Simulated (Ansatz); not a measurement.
**Nudged elastic band of MoHClF$_{5}$**

MoHClF$_{5}$, multiplicity 2, computed with UKS PBE/def2-SVP (Ansatz 0.2.0).

It belongs to a series of runs on one base structure; here: band between the two ends. Figures and captions count atoms from 1; the log counts them from 0 in places.

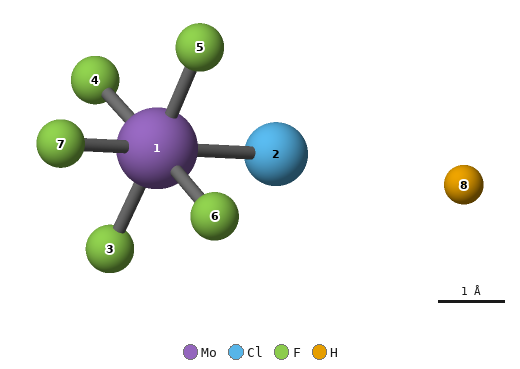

The structure as given in the input (ball-and-stick view, seen at a tilt; atoms are numbered from 1 in the order of the input). Sticks mark near contacts.

The input
```yaml
crystal:
  periodic: [false, false, false]
  atoms:
    - { symbol: Mo, position_ang: [-0.01095, 0.01095, -0.139695] }
    - { symbol: Cl, position_ang: [-0.065015, 0.065014, 2.146353] }
    - { symbol: F, position_ang: [1.835624, 0.010833, -0.137956] }
    - { symbol: F, position_ang: [-0.009975, 1.855602, -0.223734] }
    - { symbol: F, position_ang: [-1.855602, 0.009975, -0.223736] }
    - { symbol: F, position_ang: [-0.010833, -1.835625, -0.137957] }
    - { symbol: F, position_ang: [0.032349, -0.032348, -1.991256] }
    - { symbol: H, position_ang: [0.084403, -0.084401, 5.727979] }
magnetization:
  spin_polarized: true
  initial_magnetization: 1
basis:
  gaussian: { orbitals: def2-SVP }
hamiltonian:
  xc: pbe
neb:
  order_check: false
  images: 7
  f_tol: 0.05
  max_iterations: 60
  final_atoms:
    - { symbol: Mo, position_ang: [0.09257681, -0.00183841, 0.03512278] }
    - { symbol: Cl, position_ang: [0.52990681, 0.02059077, 2.81715064] }
    - { symbol: F, position_ang: [1.89045329, 0.02094526, -0.52708524] }
    - { symbol: F, position_ang: [0.20453586, 1.78680709, 0.42132153] }
    - { symbol: F, position_ang: [-1.68639691, -0.01017696, 0.72353051] }
    - { symbol: F, position_ang: [0.2417934, -1.78344921, 0.44201188] }
    - { symbol: F, position_ang: [-0.4934376, -0.03513763, -1.70891689] }
    - { symbol: H, position_ang: [-0.77943066, 0.00225909, 2.81686281] }
  initial_path:
    images:
      - { positions_ang: [[-0.01095, 0.01095, -0.139695], [-0.065015, 0.065014, 2.146353], [1.835624, 0.010833, -0.137956], [-0.009975, 1.855602, -0.223734], [-1.855602, 0.009975, -0.223736], [-0.010833, -1.835625, -0.137957], [0.032349, -0.032348, -1.991256], [0.084403, -0.084401, 5.727979]] }
      - { positions_ang: [[-0.00813323, 0.00813327, -0.10477127], [-0.04900525, 0.04900451, 2.24976456], [1.81929722, 0.00804557, -0.10324351], [-0.00740192, 1.83412221, -0.16802401], [-1.83412217, 0.00740196, -0.16802554], [-0.00804553, -1.81929793, -0.10324428], [0.02456454, -0.02456372, -1.93594191], [0.06284736, -0.06284587, 5.35348396]] }
      - { positions_ang: [[-0.00531646, 0.00531653, -0.06984754], [-0.03299551, 0.03299502, 2.35317613], [1.80297043, 0.00525815, -0.06853102], [-0.00482884, 1.81264242, -0.11231403], [-1.81264234, 0.00482892, -0.11231507], [-0.00525807, -1.80297085, -0.06853156], [0.01678007, -0.01677945, -1.88062782], [0.04129172, -0.04129075, 4.97898892]] }
      - { positions_ang: [[-0.00249969, 0.0024998, -0.03492382], [-0.01698576, 0.01698553, 2.45658769], [1.78664365, 0.00247072, -0.03381852], [-0.00225577, 1.79116263, -0.05660404], [-1.79116252, 0.00225588, -0.05660461], [-0.0024706, -1.78664378, -0.03381884], [0.00899561, -0.00899517, -1.82531373], [0.01973608, -0.01973562, 4.60449387]] }
      - { positions_ang: [[0.00031709, -0.00031693, -9.0e-08], [-0.00097601, 0.00097604, 2.55999926], [1.77031686, -0.0003167, 0.00089397], [0.00031731, 1.76968284, -0.00089406], [-1.76968269, -0.00031716, -0.00089415], [0.00031686, -1.7703167, 0.00089388], [0.00121114, -0.0012109, -1.76999964], [-0.00181956, 0.00181951, 4.22999883]] }
      - { positions_ang: [[0.02338202, -0.0006973, 0.00878063], [0.13174469, 0.00587972, 2.6242871], [1.80035097, 0.00499879, -0.13110083], [0.05137195, 1.77396391, 0.10465984], [-1.74886124, -0.00278211, 0.18021202], [0.060686, -1.77359983, 0.11117338], [-0.12245104, -0.00969258, -1.75472895], [-0.19622233, 0.0019294, 3.87671483]] }
      - { positions_ang: [[0.04644695, -0.00107767, 0.01756134], [0.2644654, 0.01078341, 2.68857495], [1.83038507, 0.01031428, -0.26309564], [0.10242659, 1.77824497, 0.21021373], [-1.7280398, -0.00524706, 0.36131818], [0.12105513, -1.77688296, 0.22145288], [-0.24611323, -0.01817427, -1.73945827], [-0.39062511, 0.0020393, 3.52343082]] }
      - { positions_ang: [[0.06951188, -0.00145804, 0.02634206], [0.3971861, 0.01568709, 2.75286279], [1.86041918, 0.01562977, -0.39509044], [0.15348123, 1.78252603, 0.31576763], [-1.70721836, -0.00771201, 0.54242434], [0.18142426, -1.78016608, 0.33173238], [-0.36977541, -0.02665595, -1.72418758], [-0.58502788, 0.00214919, 3.17014682]] }
      - { positions_ang: [[0.09257681, -0.00183841, 0.03512278], [0.52990681, 0.02059077, 2.81715064], [1.89045329, 0.02094526, -0.52708524], [0.20453586, 1.78680709, 0.42132153], [-1.68639691, -0.01017696, 0.72353051], [0.2417934, -1.78344921, 0.44201188], [-0.4934376, -0.03513763, -1.70891689], [-0.77943066, 0.00225909, 2.81686281]] }
```

Run as:
```bash
ansatz run input.yaml --threads 4 --pin off --max-ram 5120MiB --backend cpu --events-out ev --progress --plain --runs-dir out
```

Output
```
Engine: ansatz 0.2.0, aarch64-unknown-linux-gnu
Functional definition: PBE
  parameter kappa = 0.804
  parameter beta = 0.06672455060314922
  exchange = pbe_x(kappa = kappa, mu = beta*pi^2/3)
  correlation = pbe_c(beta = beta)
1296 factors; their error is unknown
mean field evaluation 1: about -27939.3735 eV, gradient 5.8e1 eV
mean field evaluation 2: about -27655.5049 eV, gradient 2.4e2 eV
mean field evaluation 4: about -27927.8873 eV, gradient 8.5e1 eV
mean field evaluation 8: about -27951.6673 eV, gradient 6.4e-1 eV
mean field evaluation 16: about -27951.6124 eV, gradient 1.5e-3 eV
mean field evaluation 32: about -27951.6117 eV, gradient 1.6e-1 eV
mean field evaluation 64: about -27946.6501 eV, gradient 8.9e0 eV
mean field -27951.61243207 eV, -1027.2028105953 hartree, gradient 3.1e-5 eV, S^2 0.750001; 5 other end points of the search recorded, 0 dependent functions left out
the calculation of the forces begins
reference -27951.61251469 eV, -1027.2028136315 hartree; 39, 38 occupied and 85, 86 virtual orbitals, 1296 factors
1296 factors; their error is unknown
mean field evaluation 96: about -27953.5607 eV, gradient 4.5e-4 eV
mean field -27953.56070460 eV, -1027.2744082899 hartree, gradient 2.3e-5 eV, S^2 0.752452; 6 other end points of the search recorded, 0 dependent functions left out
[... from here on the field's lines of each further geometry are left out, up to the last ...]
NEB iter   1: max|band force component| = 1.224e1 eV/Å  barrier→ = 0.7571 eV  barrier← = 2.7053 eV  Δτ_max = 0.2000 Å  (2390 SCF iters)
NEB iter   2: max|band force component| = 4.133e0 eV/Å  barrier→ = 0.2733 eV  barrier← = 2.2216 eV  Δτ_max = 0.2000 Å  (356 SCF iters)
NEB iter   3: max|band force component| = 1.639e0 eV/Å  barrier→ = 0.2182 eV  barrier← = 2.1665 eV  Δτ_max = 0.1979 Å  (326 SCF iters)
NEB iter   4: max|band force component| = 1.238e0 eV/Å  barrier→ = 0.0822 eV  barrier← = 2.0305 eV  Δτ_max = 0.1997 Å  (333 SCF iters)
NEB iter   5: max|band force component| = 7.969e-1 eV/Å  barrier→ = 0.0714 eV  barrier← = 2.0197 eV  Δτ_max = 0.2000 Å  (332 SCF iters)
NEB iter   6: max|band force component| = 8.384e-1 eV/Å  barrier→ = 0.0370 eV  barrier← = 1.9853 eV  Δτ_max = 0.1002 Å  (337 SCF iters)
NEB iter   7: max|band force component| = 1.098e0 eV/Å  barrier→ = 0.0247 eV  barrier← = 1.9730 eV  Δτ_max = 0.0500 Å  (324 SCF iters)
NEB iter   8: max|band force component| = 2.264e-1 eV/Å  barrier→ = 0.0197 eV  barrier← = 1.9679 eV  CI = image 2  Δτ_max = 0.1026 Å  (303 SCF iters)
NEB iter   9: max|band force component| = 1.710e-1 eV/Å  barrier→ = 0.0187 eV  barrier← = 1.9669 eV  CI = image 2  Δτ_max = 0.1015 Å  (326 SCF iters)
NEB iter  10: max|band force component| = 2.153e-1 eV/Å  barrier→ = 0.0160 eV  barrier← = 1.9643 eV  CI = image 2  Δτ_max = 0.0999 Å  (307 SCF iters)
NEB iter  11: max|band force component| = 1.465e-1 eV/Å  barrier→ = 0.0082 eV  barrier← = 1.9565 eV  CI = image 2  Δτ_max = 0.2000 Å  (315 SCF iters)
NEB iter  12: max|band force component| = 1.308e0 eV/Å  barrier→ = -0.0016 eV  barrier← = 1.9467 eV  CI = image 1  Δτ_max = 0.1007 Å  (325 SCF iters)
NEB iter  13: max|band force component| = 9.691e-1 eV/Å  barrier→ = -0.0016 eV  barrier← = 1.9467 eV  CI = image 1  Δτ_max = 0.2000 Å  (315 SCF iters)
NEB iter  14: max|band force component| = 2.039e0 eV/Å  barrier→ = 0.1430 eV  barrier← = 2.0913 eV  CI = image 3  Δτ_max = 0.0997 Å  (312 SCF iters)
NEB iter  15: max|band force component| = 7.443e-1 eV/Å  barrier→ = 0.0321 eV  barrier← = 1.9803 eV  CI = image 3  Δτ_max = 0.0575 Å  (303 SCF iters)
NEB iter  16: max|band force component| = 2.326e-1 eV/Å  barrier→ = 0.0046 eV  barrier← = 1.9529 eV  CI = image 3  Δτ_max = 0.0615 Å  (294 SCF iters)
NEB iter  17: max|band force component| = 6.288e-2 eV/Å  barrier→ = -0.0009 eV  barrier← = 1.9474 eV  CI = image 3  Δτ_max = 0.1079 Å  (289 SCF iters)
NEB iter  18: max|band force component| = 2.313e-1 eV/Å  barrier→ = -0.0011 eV  barrier← = 1.9471 eV  CI = image 1  Δτ_max = 0.0545 Å  (289 SCF iters)
NEB iter  19: max|band force component| = 1.779e-1 eV/Å  barrier→ = -0.0011 eV  barrier← = 1.9472 eV  CI = image 1  Δτ_max = 0.1089 Å  (294 SCF iters)
NEB iter  20: max|band force component| = 2.454e-1 eV/Å  barrier→ = -0.0010 eV  barrier← = 1.9472 eV  CI = image 1  Δτ_max = 0.0547 Å  (312 SCF iters)
NEB iter  21: max|band force component| = 2.829e-1 eV/Å  barrier→ = -0.0010 eV  barrier← = 1.9473 eV  CI = image 1  Δτ_max = 0.0273 Å  (304 SCF iters)
NEB iter  22: max|band force component| = 1.890e-1 eV/Å  barrier→ = -0.0010 eV  barrier← = 1.9473 eV  CI = image 1  Δτ_max = 0.0546 Å  (274 SCF iters)
NEB iter  23: max|band force component| = 1.790e-1 eV/Å  barrier→ = -0.0009 eV  barrier← = 1.9473 eV  CI = image 1  Δτ_max = 0.0546 Å  (280 SCF iters)
NEB iter  24: max|band force component| = 1.280e-1 eV/Å  barrier→ = -0.0009 eV  barrier← = 1.9474 eV  CI = image 1  Δτ_max = 0.0546 Å  (271 SCF iters)
NEB iter  25: max|band force component| = 1.876e-1 eV/Å  barrier→ = -0.0009 eV  barrier← = 1.9474 eV  CI = image 1  Δτ_max = 0.0273 Å  (270 SCF iters)
NEB iter  26: max|band force component| = 1.318e-1 eV/Å  barrier→ = -0.0009 eV  barrier← = 1.9474 eV  CI = image 1  Δτ_max = 0.0273 Å  (268 SCF iters)
NEB iter  27: max|band force component| = 9.507e-2 eV/Å  barrier→ = -0.0008 eV  barrier← = 1.9474 eV  CI = image 1  Δτ_max = 0.0273 Å  (286 SCF iters)
NEB iter  28: max|band force component| = 7.297e-2 eV/Å  barrier→ = -0.0008 eV  barrier← = 1.9474 eV  CI = image 1  Δτ_max = 0.0273 Å  (276 SCF iters)
NEB iter  29: max|band force component| = 8.985e-2 eV/Å  barrier→ = -0.0008 eV  barrier← = 1.9475 eV  CI = image 1  Δτ_max = 0.0137 Å  (273 SCF iters)
the calculation of the forces begins
reference -27953.53507192 eV, -1027.2734663064 hartree; 39, 38 occupied and 85, 86 virtual orbitals, 1296 factors
1296 factors; their error is unknown
mean field evaluation 2944: about -27940.9028 eV, gradient 2.2e1 eV
mean field -27951.61324604 eV, -1027.2028405081 hartree, gradient 8.3e-5 eV, S^2 0.750003; 4 other end points of the search recorded, 0 dependent functions left out
the calculation of the forces begins
reference -27951.61332848 eV, -1027.2028435377 hartree; 39, 38 occupied and 85, 86 virtual orbitals, 1296 factors
NEB iter  30: max|band force component| = 4.495e-2 eV/Å  barrier→ = -0.0008 eV  barrier← = 1.9475 eV  CI = image 1  Δτ_max = 0.0000 Å  (967 SCF iters)
```

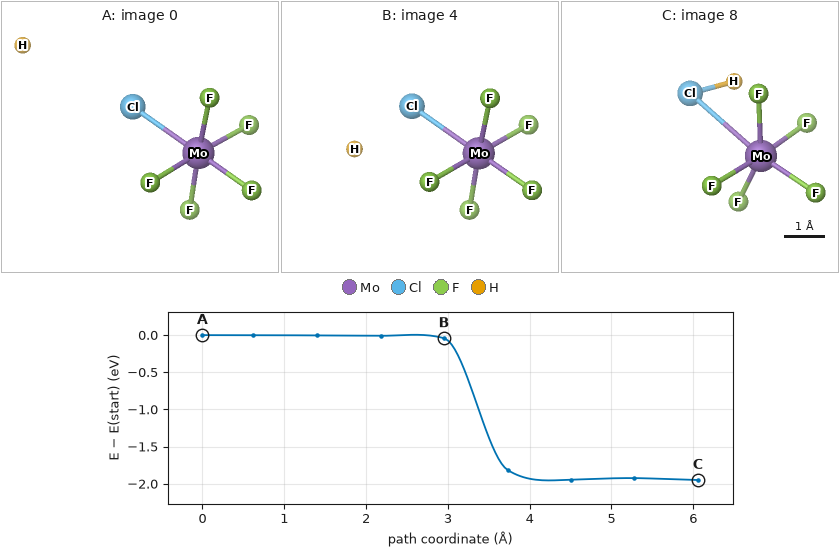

Images of the last band (counted from 0; ball-and-stick, seen at a tilt) above the energy along the path; the line is a cubic interpolation that uses the forces. No image lies above both ends; the end is 1.948 eV below the start. A local maximum stands at image 7, −1.923 eV from the start. The path is 6.06 Å long. The band converged in 30 iterations.

```
Total energy: -27951.61332848 eV, -1027.2028435377 hartree
Atom 0 at    -0.030187     0.057163    -0.119024 Å, force     0.001076    -0.002258     0.000596 eV/Å
Atom 1 at    -0.185229     0.353682     2.142836 Å, force    -0.001583     0.002948    -0.000728 eV/Å
Atom 2 at     1.814418     0.057465    -0.034511 Å, force    -0.000028     0.000120     0.000016 eV/Å
Atom 3 at    -0.017093     1.882481    -0.398180 Å, force     0.000007     0.000125     0.000027 eV/Å
Atom 4 at    -1.869280     0.044953    -0.284488 Å, force    -0.000047     0.000152     0.000026 eV/Å
Atom 5 at    -0.037147    -1.778766     0.078643 Å, force     0.000043     0.000032     0.000006 eV/Å
Atom 6 at     0.094440    -0.181087    -1.951885 Å, force    -0.000088     0.000047    -0.000027 eV/Å
Atom 7 at     0.230078    -0.435891     5.586607 Å, force     0.000619    -0.001166     0.000082 eV/Å
Dipole moment:    -0.012173     0.023330     0.190703 e Å
this run last wrote the band of iteration 30 to [file]
```

The last band as extended XYZ (Å, eV, eV/Å)
```
8
Properties=species:S:1:pos:R:3:forces:R:3 image=0 energy=-27951.61243
Mo   -0.0109    0.0109   -0.1397   -0.0012   0.0012   0.0058
Cl   -0.0650    0.0650    2.1464    0.0015  -0.0015  -0.0148
F     1.8356    0.0108   -0.1380   -0.0027  -0.0005   0.0023
F    -0.0100    1.8556   -0.2237    0.0015  -0.0014  -0.0007
F    -1.8556    0.0100   -0.2237    0.0014  -0.0015  -0.0007
F    -0.0108   -1.8356   -0.1380    0.0005   0.0027   0.0023
F     0.0323   -0.0323   -1.9913   -0.0012   0.0012   0.0043
H     0.0844   -0.0844    5.7280    0.0003  -0.0003   0.0015
8
Properties=species:S:1:pos:R:3:forces:R:3 image=1 energy=-27951.61325
Mo   -0.0302    0.0572   -0.1190    0.0011  -0.0023   0.0006
Cl   -0.1852    0.3537    2.1428   -0.0016   0.0029  -0.0007
F     1.8144    0.0575   -0.0345    0.0000   0.0001   0.0000
F    -0.0171    1.8825   -0.3982    0.0000   0.0001   0.0000
F    -1.8693    0.0450   -0.2845    0.0000   0.0002   0.0000
F    -0.0371   -1.7788    0.0786    0.0000   0.0000   0.0000
F     0.0944   -0.1811   -1.9519   -0.0001   0.0000   0.0000
H     0.2301   -0.4359    5.5866    0.0006  -0.0012   0.0001
8
Properties=species:S:1:pos:R:3:forces:R:3 image=2 energy=-27951.61604
Mo   -0.0531    0.1116   -0.0505   -0.0003   0.0002   0.0006
Cl   -0.2947    0.6219    2.1654   -0.0012   0.0021  -0.0002
F     1.7869    0.1198    0.1044   -0.0001   0.0005   0.0012
F    -0.0237    1.9029   -0.4987    0.0003  -0.0001  -0.0012
F    -1.8848    0.0807   -0.2834   -0.0001   0.0003   0.0000
F    -0.0721   -1.6980    0.3171    0.0001   0.0003   0.0017
F     0.1393   -0.2941   -1.8478    0.0004  -0.0013   0.0007
H     0.4021   -0.8447    5.1135    0.0009  -0.0019  -0.0028
8
Properties=species:S:1:pos:R:3:forces:R:3 image=3 energy=-27951.62131
Mo   -0.0604    0.1591    0.0423    0.0003   0.0008  -0.0015
Cl   -0.3066    0.7982    2.2245   -0.0003   0.0028   0.0020
F     1.7794    0.1885    0.1995   -0.0005  -0.0008   0.0014
F    -0.0412    1.9208   -0.5128    0.0002   0.0004  -0.0009
F    -1.8921    0.1025   -0.1863    0.0003  -0.0017   0.0008
F    -0.0676   -1.6267    0.5144    0.0003   0.0008   0.0039
F     0.1356   -0.3491   -1.7286    0.0002  -0.0009   0.0019
H     0.4528   -1.1934    4.4670   -0.0004  -0.0014  -0.0075
8
Properties=species:S:1:pos:R:3:forces:R:3 image=4 energy=-27951.65479
Mo   -0.0446    0.1246    0.1164    0.0148  -0.0341  -0.0163
Cl   -0.2122    0.5778    2.3918    0.0286  -0.0596   0.0964
F     1.7972    0.1595    0.2387    0.0027  -0.0220   0.0240
F    -0.0358    1.9329   -0.2965    0.0064  -0.0056   0.0585
F    -1.8857    0.0958   -0.0265    0.0102  -0.0237   0.0559
F    -0.0455   -1.6960    0.4563    0.0134  -0.0308   0.0020
F     0.0822   -0.2240   -1.6976   -0.0091   0.0192   0.0249
H     0.3444   -0.9706    3.8373   -0.0669   0.1567  -0.2456
8
Properties=species:S:1:pos:R:3:forces:R:3 image=5 energy=-27953.42592
Mo   -0.0401    0.0665   -0.0103    0.0183  -0.0618  -0.1788
Cl   -0.0543    0.4293    2.7665    0.0663  -0.1764   0.4383
F     1.8412    0.0161    0.1220    0.0495  -0.0284  -0.0633
F     0.0715    1.9056   -0.0098    0.0236  -0.0358   0.3292
F    -1.9234    0.1834    0.0285   -0.0127  -0.0553  -0.0229
F    -0.1693   -1.6788    0.5705   -0.0137  -0.0086   0.1645
F    -0.0249   -0.2282   -1.8214   -0.0036  -0.0337  -0.1518
H     0.2993   -0.6939    3.3741   -0.1278   0.4001  -0.5151
8
Properties=species:S:1:pos:R:3:forces:R:3 image=6 energy=-27953.55650
Mo   -0.0038    0.0813    0.0004   -0.0043  -0.0041  -0.0006
Cl    0.2412    0.4835    2.8077   -0.0108  -0.0014  -0.0015
F     1.8690   -0.0675   -0.1842   -0.0018   0.0009   0.0126
F     0.1397    1.8944    0.1949    0.0000   0.0013  -0.0080
F    -1.8782    0.1802    0.2168   -0.0033   0.0062  -0.0067
F    -0.0392   -1.6032    0.7550   -0.0107   0.0006  -0.0093
F    -0.2147   -0.2180   -1.8027    0.0044   0.0003  -0.0013
H    -0.1142   -0.7507    3.0321    0.0265  -0.0037   0.0148
8
Properties=species:S:1:pos:R:3:forces:R:3 image=7 energy=-27953.53500
Mo    0.0391    0.0512   -0.0037    0.0275  -0.0164  -0.0025
Cl    0.5208    0.2499    2.7963    0.0069   0.0078  -0.0119
F     1.8866   -0.0398   -0.3766    0.0007   0.0093  -0.0017
F     0.1710    1.8543    0.2863    0.0025   0.0073   0.0025
F    -1.8001    0.0983    0.4464   -0.0199   0.0039   0.0139
F     0.0922   -1.6900    0.5827   -0.0021  -0.0086  -0.0067
F    -0.3605   -0.0870   -1.7945    0.0001  -0.0007  -0.0024
H    -0.5490   -0.4369    3.0831   -0.0156  -0.0026   0.0088
8
Properties=species:S:1:pos:R:3:forces:R:3 image=8 energy=-27953.56070
Mo    0.0926   -0.0018    0.0351    0.0099  -0.0030   0.0046
Cl    0.5299    0.0206    2.8172    0.0226  -0.0037   0.0065
F     1.8905    0.0209   -0.5271   -0.0059  -0.0038   0.0023
F     0.2045    1.7868    0.4213   -0.0015   0.0088  -0.0100
F    -1.6864   -0.0102    0.7235   -0.0085  -0.0057   0.0043
F     0.2418   -1.7834    0.4420    0.0008  -0.0021  -0.0002
F    -0.4934   -0.0351   -1.7089    0.0016   0.0076  -0.0007
H    -0.7794    0.0023    2.8169   -0.0189   0.0019  -0.0068
```

Key numbers

- outcome: converged
- barrier, forward: −0.001 eV
- barrier, backward: 1.948 eV
- hardware: 4 threads of Arm Neoverse V1, 24 GiB of memory available, shared host
- wall time: 13 min (CPU time 51 min)
- peak memory: 0.37 GiB

The order of the saddle point was not checked.
